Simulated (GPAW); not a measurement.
**Local fields in the sheet polarisability of SnO**

Aim: the sheet polarisability of SnO, with and without local fields.

Calculated with GPAW 26.7.0; LDA and many-body steps on it, plane waves.

## (1) Starting point

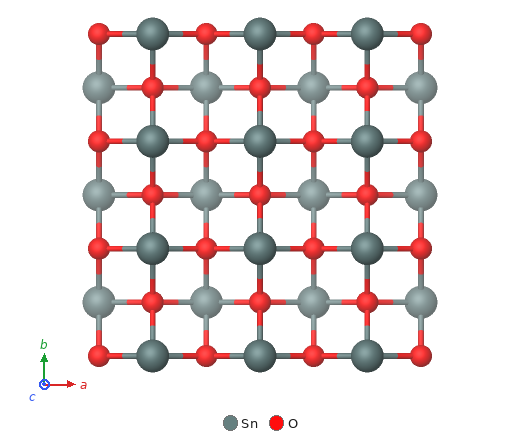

Start, viewed from above; tin teal, oxygen red. 3×3×1 cells are drawn. Some periodic images of atoms are drawn too.

The cell holds 4 atoms: 2 Sn and 2 O. Cell: a = 3.799 Å, b = 3.799 Å, c = 13.300 Å, α = 90.0°, β = 90.0°, γ = 90.0°. It derives from SnO. Vacuum lies along c.

Structure file:

```xyz
4
Lattice="3.7986 0.0000 0.0000 0.0000 3.7986 0.0000 0.0000 0.0000 13.3000" Properties=species:S:1:pos:R:3
Sn    1.8993    0.0000    7.7968
Sn    0.0000    1.8993    5.5032
O     0.0000    0.0000    6.6500
O     1.8993    1.8993    6.6500
```

## (2) Empty states on the mesh, 14×14×1 mesh, 100 bands

This step: GPAW 26.7.0; DFT, LDA, plane waves, PAW.

The sums over transitions need many empty states on a uniform mesh; this step solves for them.

Contents of run.py:

```python
import json
import numpy as np
from gpaw.mpi import world
from gpaw import GPAW

calc = GPAW('gs.gpw').fixed_density(kpts={'size': (14, 14, 1), 'gamma': True},
    nbands=116,
    convergence={'bands': 100},
    update_fermi_level=True,
    txt='nscf.txt')
calc.write('full.gpw', mode='all')
res = {}
kpts = calc.get_ibz_k_points()
res['kpts'] = kpts
res['eigenvalues'] = [calc.get_eigenvalues(kpt=k) for k in range(len(kpts))]
res['n_electrons'] = calc.get_number_of_electrons()

if world.rank == 0:
    with open('result.json', 'w') as f:
        json.dump(res, f, default=lambda x: x.tolist())
```

The run is started by

```console
$ mpirun -n 4 gpaw python run.py
```

Numbers of over 12 decimals in the logs are rounded to 6 here.

The program printed:

```text
Diagonalizing LCAO Hamiltonian
Converting LCAO to pw mode
convergence criteria:
- Maximum integral of absolute [eigenst]ate change: 4e-08 eV^2 / valence electron
maximum number of iterations: 100

SCF iterations
|iter     |     time |      energy | eigst |  dens |
|iter:   1|  |             | +3.84 |       |
|iter:   2|  |             | +2.48 |       |
|iter:   3|  |             | +1.46 |       |
[...]
|iter:  13|  |             | -6.58 |       |
|iter:  14|  |             | -7.06 |       |
|iter:  15|  |             | -7.47c|       |
SCF steps: 15
  __  _  _
 | _ |_)|_||  |
 |__||  | ||/\| - 26.7.0

Input parameters:
  mode=PW(ecut=600.0),
  convergence={'bands': 100},
  gpts=array([24, 24, 80]),
  kpts=MonkhorstPack(size=(14, 14, 1), gamma=True),
  maxiter=100,
  nbands=116,
  occupations=Occupations(name='fermi-dirac', width=0.001, fixmagmom=False),
  parallel={},
  xc=XC(name='LDA')
# Writing to full.gpw (mode='all')
  [... matrices ...]

timing:  # [seconds]
  Total: 0.163  # ━━━━━━━━━━━━━━━━━━━━━━━━━━━━━━━━━━━━━━━━━━━━━━━━━━━━━━━━━━━
```

The job ended after 3.3 min (4 MPI ranks of Arm Neoverse V1, shared host; peak memory 1.5 GiB).

This step gave:

| Quantity | Value |
| --- | --- |
| gap | 2.772 eV |
| k of the valence top | 0.2143, 0.1429, 0 |
| k of the conduction bottom | 0, 0, 0 |
| least direct gap | 2.821 eV |
| k points computed | 36 |
| lowest point of the top converged band, above the valence top | 32.09 eV |

On this mesh the gap is 2.772 eV.

## (3) RPA response

The response function is computed on a frequency grid, with local fields up to the given cutoff.

This step: linear response, RPA, on LDA, plane waves, PAW.

Contents of run.py:

```python
import json
import numpy as np
from gpaw.mpi import world
from gpaw.response.df import DielectricFunction

df = DielectricFunction('full.gpw',
    ecut=50,
    nbands=100,
    eta=0.2,
    frequencies={'type': 'nonlinear', 'domega0': 0.05, 'omega2': 10.0},
    intraband=False,
    truncation='2D',
    txt='df.txt')
res = {'optical': {}, 'eels': []}
for d in 'x':
    y0, y = df.get_polarizability(direction=d, xc='RPA', filename=None)
    res['optical'][d] = [y0.real, y0.imag, y.real, y.imag]
res['w'] = df.get_frequencies()
for q_c in [[0.0714285714, 0, 0], [0.2142857143, 0, 0], [0.5, 0, 0], [0.7857142857, 0, 0], [1.2142857143, 0, 0]]:
    res['eels'].append(df.get_eels_spectrum(q_c=q_c, xc='RPA', filename=None))

if world.rank == 0:
    with open('result.json', 'w') as f:
        json.dump(res, f, default=lambda x: x.tolist())
```

The run is started by

```console
$ mpirun -n 4 gpaw python run.py
```

The program printed:

```text
Using integrator: PointIntegrator
NonLinearFrequencyDescriptor(from 0.000 to 54.174 eV, 335 points)
Nonperiodic BCs:  [False False  True]
Using integrator: PointIntegrator
NonLinearFrequencyDescriptor(from 0.000 to 54.174 eV, 335 points)
Nonperiodic BCs:  [False False  True]

Calculating chi0 body with:
    Ground state adapter containing:
    Number of spins: 1
    Number of kpoints: 196
    Number of irreducible kpoints: 36
    Number of completely occupied states: 20
    Number of partially occupied states: 20
    Occupied states memory: 14.0625 M / cpu

    Linear response parametrization:
    q_c: [0.0, 0.0, 0.0]
    Number of frequency points: 335
    Planewave cutoff: 50.0
    Number of bands: 100
    Number of planewaves: 139
    Broadening (eta): 0.2
    comm.size: 4
    kncomm.size: 4
    blockcomm.size: 1

    Memory estimate of potentially large arrays:
        chi0_wGG: 98.763046 M / cpu
Integrating chi0 body.

Symmetries of q_c:
    Direct symmetries (Uq -> q): 8
    Indirect symmetries (TUq -> q): 8
In total 16 allowed symmetries.

  [... matrices ...]
36 groups of equivalent kpoints. 81.632653% reduction.

Integral kind: spectral function

Calculating chi0 optical extensions with:
    Ground state adapter containing:
    Number of spins: 1
    Number of kpoints: 196
    Number of irreducible kpoints: 36
    Number of completely occupied states: 20
    Number of partially occupied states: 20
    Occupied states memory: 14.0625 M / cpu

    Linear response parametrization:
    Number of frequency points: 335
    Planewave cutoff: 50.0
    Number of bands: 100
    Number of planewaves: 139
    Broadening (eta): 0.2
Integrating chi0 head and wings.

Symmetries of q_c:
    Direct symmetries (Uq -> q): 8
    Indirect symmetries (TUq -> q): 8
In total 16 allowed symmetries.

  [... matrices ...]
36 groups of equivalent kpoints. 81.632653% reduction.

Integral kind: spectral function wings

Calculating chi0 body with:
    Ground state adapter containing:
    Number of spins: 1
    Number of kpoints: 196
    Number of irreducible kpoints: 36
    Number of completely occupied states: 20
    Number of partially occupied states: 20
    Occupied states memory: 14.0625 M / cpu

    Linear response parametrization:
    q_c: [0.0714285714, 0.0, 0.0]
    Number of frequency points: 335
    Planewave cutoff: 50.0
    Number of bands: 100
    Number of planewaves: 139
    Broadening (eta): 0.2
    comm.size: 4
    kncomm.size: 4
    blockcomm.size: 1

    Memory estimate of potentially large arrays:
        chi0_wGG: 98.763046 M / cpu
Integrating chi0 body.

Symmetries of q_c:
    Direct symmetries (Uq -> q): 2
    Indirect symmetries (TUq -> q): 2
In total 4 allowed symmetries.

  [... matrices ...]
112 groups of equivalent kpoints. 42.857143% reduction.

Integral kind: spectral function

[... 4 further calls ...]
```

Elapsed: 3.3 min, on 4 MPI ranks; peak memory 2.6 GiB; 13 min of CPU time.

This step gave:

| Property | Result |
| --- | --- |
| static polarisability of the sheet (Å) | 1.739 |
| the same without local fields | 2.143 |

The static value is 1.74.

The Im polarisability of the sheet has structure finer than the step of the table below, so its rows give means over 5 eV, whole bins alone (the curve runs from 0 to 39.8 eV). Peaks (eV: height): xx, no local fields 3.8: 5.87; xx, local fields 4.2: 3.41, 8.0: 2.24.

RPA, broadening 0.2 eV. The Im polarisability of the sheet by photon energy; means over each step:

| photon energy (eV) | xx, no local fields (Å) | xx, local fields (Å) |
| --- | --- | --- |
| 5 | 2.27 | 1.77 |
| 10 | 1.09 | 1.12 |
| 15 | 0.431 | 0.421 |
| 20 | 0.211 | 0.232 |
| 25 | 0.155 | 0.157 |
| 30 | 0.0836 | 0.0918 |
| 35 | 0.0671 | 0.0820 |

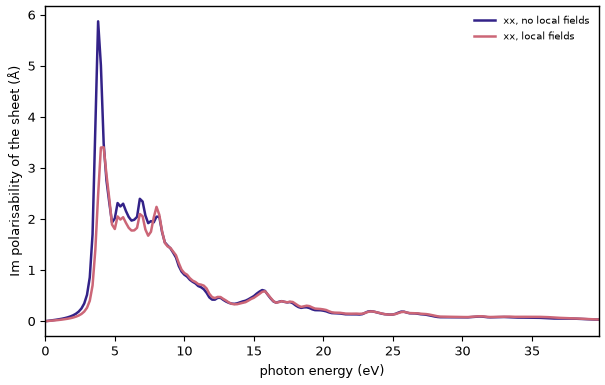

Im polarisability of the sheet, plotted against photon energy.

## (4) RPA response, local-field cutoff (14×14×1 mesh, 100 bands, screening to 5 eV, broadening 0.2 eV)

Changes to run.py since step 3:

```diff
@@ -6,3 +6,3 @@
 df = DielectricFunction('full.gpw',
-    ecut=50,
+    ecut=5,
     nbands=100,
@@ -18,3 +18,3 @@
 res['w'] = df.get_frequencies()
-for q_c in [[0.0714285714, 0, 0], [0.2142857143, 0, 0], [0.5, 0, 0], [0.7857142857, 0, 0], [1.2142857143, 0, 0]]:
+for q_c in [[0.5, 0, 0]]:
     res['eels'].append(df.get_eels_spectrum(q_c=q_c, xc='RPA', filename=None))
```

The run is started by

```console
$ mpirun -n 4 gpaw python run.py
```

The program printed:

```text
Using integrator: PointIntegrator
NonLinearFrequencyDescriptor(from 0.000 to 54.174 eV, 335 points)
Nonperiodic BCs:  [False False  True]
Using integrator: PointIntegrator
NonLinearFrequencyDescriptor(from 0.000 to 54.174 eV, 335 points)
Nonperiodic BCs:  [False False  True]

Calculating chi0 body with:
    Ground state adapter containing:
    Number of spins: 1
    Number of kpoints: 196
    Number of irreducible kpoints: 36
    Number of completely occupied states: 20
    Number of partially occupied states: 20
    Occupied states memory: 14.0625 M / cpu

    Linear response parametrization:
    q_c: [0.0, 0.0, 0.0]
    Number of frequency points: 335
    Planewave cutoff: 5.0
    Number of bands: 100
    Number of planewaves: 5
    Broadening (eta): 0.2
    comm.size: 4
    kncomm.size: 4
    blockcomm.size: 1

    Memory estimate of potentially large arrays:
        chi0_wGG: 0.127792 M / cpu
Integrating chi0 body.

Symmetries of q_c:
    Direct symmetries (Uq -> q): 8
    Indirect symmetries (TUq -> q): 8
In total 16 allowed symmetries.

  [... matrices ...]
36 groups of equivalent kpoints. 81.632653% reduction.

Integral kind: spectral function

Calculating chi0 optical extensions with:
    Ground state adapter containing:
    Number of spins: 1
    Number of kpoints: 196
    Number of irreducible kpoints: 36
    Number of completely occupied states: 20
    Number of partially occupied states: 20
    Occupied states memory: 14.0625 M / cpu

    Linear response parametrization:
    Number of frequency points: 335
    Planewave cutoff: 5.0
    Number of bands: 100
    Number of planewaves: 5
    Broadening (eta): 0.2
Integrating chi0 head and wings.

Symmetries of q_c:
    Direct symmetries (Uq -> q): 8
    Indirect symmetries (TUq -> q): 8
In total 16 allowed symmetries.

  [... matrices ...]
36 groups of equivalent kpoints. 81.632653% reduction.

Integral kind: spectral function wings

Calculating chi0 body with:
    Ground state adapter containing:
    Number of spins: 1
    Number of kpoints: 196
    Number of irreducible kpoints: 36
    Number of completely occupied states: 20
    Number of partially occupied states: 20
    Occupied states memory: 14.0625 M / cpu

    Linear response parametrization:
    q_c: [0.5, 0.0, 0.0]
    Number of frequency points: 335
    Planewave cutoff: 5.0
    Number of bands: 100
    Number of planewaves: 6
    Broadening (eta): 0.2
    comm.size: 4
    kncomm.size: 4
    blockcomm.size: 1

    Memory estimate of potentially large arrays:
        chi0_wGG: 0.184021 M / cpu
Integrating chi0 body.

Symmetries of q_c:
    Direct symmetries (Uq -> q): 4
    Indirect symmetries (TUq -> q): 4
In total 8 allowed symmetries.

  [... matrices ...]
64 groups of equivalent kpoints. 67.346939% reduction.

Integral kind: spectral function
```

Wall time 48 s (4 MPI ranks); peak memory 1.6 GiB; 3.2 min of CPU time.

This step gave:

```yaml
static_polarisability_of_the_sheet_a: 2.143
the_same_without_local_fields: 2.143
```

The static value is 2.14.

The Im polarisability of the sheet has structure finer than the step of the table below, so its rows give means over 2.5 eV, whole bins alone (the curve runs from 0 to 39.8 eV). Peaks (eV: height): xx, no local fields 3.80: 5.87; xx, local fields 3.80: 5.87.

RPA, broadening 0.2 eV. The Im polarisability of the sheet by photon energy; means over each step:

```csv
photon energy (eV),"xx, no local fields (Å)","xx, local fields (Å)"
2.5,0.792,0.792
5.0,2.74,2.74
7.5,1.99,1.99
10.0,0.998,0.998
12.5,0.442,0.442
15.0,0.478,0.478
17.5,0.345,0.345
20.0,0.200,0.200
22.5,0.153,0.153
25.0,0.156,0.156
27.5,0.117,0.117
30.0,0.0802,0.0802
32.5,0.0804,0.0804
35.0,0.0679,0.0679
37.5,0.0508,0.0508
```

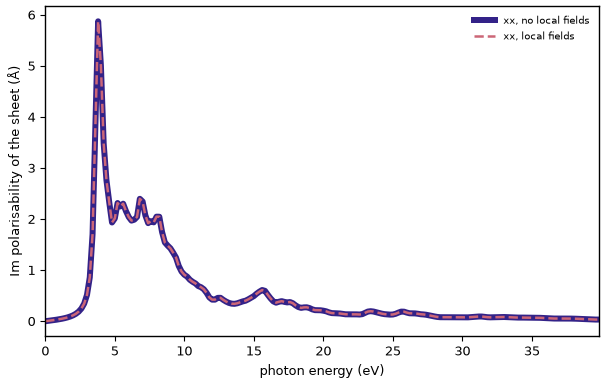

Im polarisability of the sheet against photon energy.

## (5) RPA response, fewer bands (14×14×1 mesh, 22 bands, screening to 50 eV, broadening 0.2 eV)

Changes to run.py since step 4:

```diff
@@ -6,4 +6,4 @@
 df = DielectricFunction('full.gpw',
-    ecut=5,
-    nbands=100,
+    ecut=50,
+    nbands=22,
     eta=0.2,
@@ -18,3 +18,3 @@
 res['w'] = df.get_frequencies()
-for q_c in [[0.5, 0, 0]]:
+for q_c in []:
     res['eels'].append(df.get_eels_spectrum(q_c=q_c, xc='RPA', filename=None))
```

The run is started by

```console
$ mpirun -n 4 gpaw python run.py
```

The program printed:

```text
Using integrator: PointIntegrator
NonLinearFrequencyDescriptor(from 0.000 to 25.284 eV, 248 points)
Nonperiodic BCs:  [False False  True]
Using integrator: PointIntegrator
NonLinearFrequencyDescriptor(from 0.000 to 25.284 eV, 248 points)
Nonperiodic BCs:  [False False  True]

Calculating chi0 body with:
    Ground state adapter containing:
    Number of spins: 1
    Number of kpoints: 196
    Number of irreducible kpoints: 36
    Number of completely occupied states: 20
    Number of partially occupied states: 20
    Occupied states memory: 14.0625 M / cpu

    Linear response parametrization:
    q_c: [0.0, 0.0, 0.0]
    Number of frequency points: 248
    Planewave cutoff: 50.0
    Number of bands: 22
    Number of planewaves: 139
    Broadening (eta): 0.2
    comm.size: 4
    kncomm.size: 4
    blockcomm.size: 1

    Memory estimate of potentially large arrays:
        chi0_wGG: 73.114136 M / cpu
Integrating chi0 body.

Symmetries of q_c:
    Direct symmetries (Uq -> q): 8
    Indirect symmetries (TUq -> q): 8
In total 16 allowed symmetries.

  [... matrices ...]
36 groups of equivalent kpoints. 81.632653% reduction.

Integral kind: spectral function

Calculating chi0 optical extensions with:
    Ground state adapter containing:
    Number of spins: 1
    Number of kpoints: 196
    Number of irreducible kpoints: 36
    Number of completely occupied states: 20
    Number of partially occupied states: 20
    Occupied states memory: 14.0625 M / cpu

    Linear response parametrization:
    Number of frequency points: 248
    Planewave cutoff: 50.0
    Number of bands: 22
    Number of planewaves: 139
    Broadening (eta): 0.2
Integrating chi0 head and wings.

Symmetries of q_c:
    Direct symmetries (Uq -> q): 8
    Indirect symmetries (TUq -> q): 8
In total 16 allowed symmetries.

  [... matrices ...]
36 groups of equivalent kpoints. 81.632653% reduction.

Integral kind: spectral function wings
```

Wall time 7.4 s (4 MPI ranks); peak memory 1.8 GiB; 29 s of CPU time.

Numbers from this step:

```
static polarisability of the sheet (Å) : 1.154
the same without local fields          : 1.339
```

## (6) RPA response, scissors (14×14×1 mesh, 100 bands, screening to 50 eV, broadening 0.2 eV)

Changes to run.py since step 5:

```diff
@@ -7,3 +7,3 @@
     ecut=50,
-    nbands=22,
+    nbands=100,
     eta=0.2,
@@ -12,2 +12,3 @@
     truncation='2D',
+    eshift=1.0,
     txt='df.txt')
```

The run is started by

```console
$ mpirun -n 4 gpaw python run.py
```

The program printed:

```text
Using integrator: PointIntegrator
NonLinearFrequencyDescriptor(from 0.000 to 54.174 eV, 335 points)
Nonperiodic BCs:  [False False  True]
Using integrator: PointIntegrator
NonLinearFrequencyDescriptor(from 0.000 to 54.174 eV, 335 points)
Nonperiodic BCs:  [False False  True]

Calculating chi0 body with:
    Ground state adapter containing:
    Number of spins: 1
    Number of kpoints: 196
    Number of irreducible kpoints: 36
    Number of completely occupied states: 20
    Number of partially occupied states: 20
    Occupied states memory: 14.0625 M / cpu

[...]
Ground state adapter containing:
    Number of spins: 1
    Number of kpoints: 196
    Number of irreducible kpoints: 36
    Number of completely occupied states: 20
    Number of partially occupied states: 20
    Occupied states memory: 14.0625 M / cpu

    Linear response parametrization:
    Number of frequency points: 335
    Planewave cutoff: 50.0
    Number of bands: 100
    Number of planewaves: 139
    Broadening (eta): 0.2
Integrating chi0 head and wings.

Symmetries of q_c:
    Direct symmetries (Uq -> q): 8
    Indirect symmetries (TUq -> q): 8
In total 16 allowed symmetries.

  [... matrices ...]
36 groups of equivalent kpoints. 81.632653% reduction.

Integral kind: spectral function wings
```

Wall time 31 s (4 MPI ranks); peak memory 2.3 GiB.

This step gave:

```
static polarisability of the sheet (Å) : 1.506
the same without local fields          : 1.811
```

The static value is 1.51.

## (7) RPA response, q off the mesh (14×14×1 mesh, 100 bands, screening to 30 eV, broadening 0.2 eV)

Changes to run.py since step 6:

```diff
@@ -6,3 +6,3 @@
 df = DielectricFunction('full.gpw',
-    ecut=50,
+    ecut=30,
     nbands=100,
@@ -12,3 +12,2 @@
     truncation='2D',
-    eshift=1.0,
     txt='df.txt')
@@ -19,3 +18,3 @@
 res['w'] = df.get_frequencies()
-for q_c in []:
+for q_c in [[0.137, 0, 0]]:
     res['eels'].append(df.get_eels_spectrum(q_c=q_c, xc='RPA', filename=None))
```

The run is started by

```console
$ mpirun -n 4 gpaw python run.py
```

The program printed:

```text
Using integrator: PointIntegrator
NonLinearFrequencyDescriptor(from 0.000 to 54.174 eV, 335 points)
Nonperiodic BCs:  [False False  True]
Using integrator: PointIntegrator
NonLinearFrequencyDescriptor(from 0.000 to 54.174 eV, 335 points)
Nonperiodic BCs:  [False False  True]

Calculating chi0 body with:
    Ground state adapter containing:
    Number of spins: 1
    Number of kpoints: 196
    Number of irreducible kpoints: 36
    Number of completely occupied states: 20
    Number of partially occupied states: 20
    Occupied states memory: 14.0625 M / cpu

[...]
Number of frequency points: 335
    Planewave cutoff: 30.0
    Number of bands: 100
    Number of planewaves: 73
    Broadening (eta): 0.2
    comm.size: 4
    kncomm.size: 4
    blockcomm.size: 1

    Memory estimate of potentially large arrays:
        chi0_wGG: 27.240219 M / cpu
Integrating chi0 body.

Symmetries of q_c:
    Direct symmetries (Uq -> q): 2
    Indirect symmetries (TUq -> q): 2
In total 4 allowed symmetries.

  [... matrices ...]
112 groups of equivalent kpoints. 42.857143% reduction.

Integral kind: spectral function

--- the script ended with ---
ValueError: Requested k-point is not on the grid. Please check that your q-points of interest are commensurate with the k-point grid.
```

Elapsed: 40 s, on 4 MPI ranks; peak memory 1.8 GiB.

The run stopped with an error after 40 s.

The program's words: ValueError: Requested k-point is not on the grid. Please check that your q-points of interest are commensurate with the k-point grid.

The fault put into this input: q off the mesh.

## (8) The runs together

Times are wall times on 4 MPI ranks of Arm Neoverse V1, shared host, good to a factor of about two.

The polarisability of a sheet is α = (ε − 1) L / 4π, with L the height of the cell, and does not depend on L.

```csv
run,static polarisability (Å),without local fields,time
RPA response,1.74,2.14,3.3 min
"RPA response, local-field cutoff (14×14×1 mesh, 100 bands, screening to 5 eV, broadening 0.2 eV)",2.14,2.14,48 s
"RPA response, fewer bands (14×14×1 mesh, 22 bands, screening to 50 eV, broadening 0.2 eV)",1.15,1.34,7.4 s
"RPA response, scissors (14×14×1 mesh, 100 bands, screening to 50 eV, broadening 0.2 eV)",1.51,1.81,31 s
```

## (9) Summary of results

| Item | Value |
| --- | --- |
| RPA response | static polarisability (Å) 1.74 |
| RPA response, local-field cutoff (14×14×1 mesh, 100 bands, screening to 5 eV, broadening 0.2 eV) | static polarisability (Å) 2.14 |
| RPA response, fewer bands (14×14×1 mesh, 22 bands, screening to 50 eV, broadening 0.2 eV) | static polarisability (Å) 1.15 |
| RPA response, scissors (14×14×1 mesh, 100 bands, screening to 50 eV, broadening 0.2 eV) | static polarisability (Å) 1.51 |

In words: In the optical limit the electronic static polarisability (Å) is 1.74, against 2.14 without local fields. RPA response, local-field cutoff (14×14×1 mesh, 100 bands, screening to 5 eV, broadening 0.2 eV): static polarisability (Å) = 2.14. RPA response, fewer bands (14×14×1 mesh, 22 bands, screening to 50 eV, broadening 0.2 eV): static polarisability (Å) = 1.15. RPA response, scissors (14×14×1 mesh, 100 bands, screening to 50 eV, broadening 0.2 eV): static polarisability (Å) = 1.51. ε(0) converges slowly with a Γ-centred mesh, and this one is not shown settled. Unless a shift is named, the levels are those of the density functional, and only a kernel with a long-range part can bind an exciton.

[Paths, hosts, dates, memory and timing lines, banners, echoed tables and standing remarks are left out of the program output.]

[Logs are printed without paths, hosts, clocks, repeated set-up lines and the standing remarks that a program may print on its own settings, such as how far it seeks lower states.]

[Runs of the session that timed out or met a known fault of the program may be left out.]

[Hosts, paths, dates, database ids (printed as entryN), source tags and the programs' standing remarks are cut or masked in the printed files.]
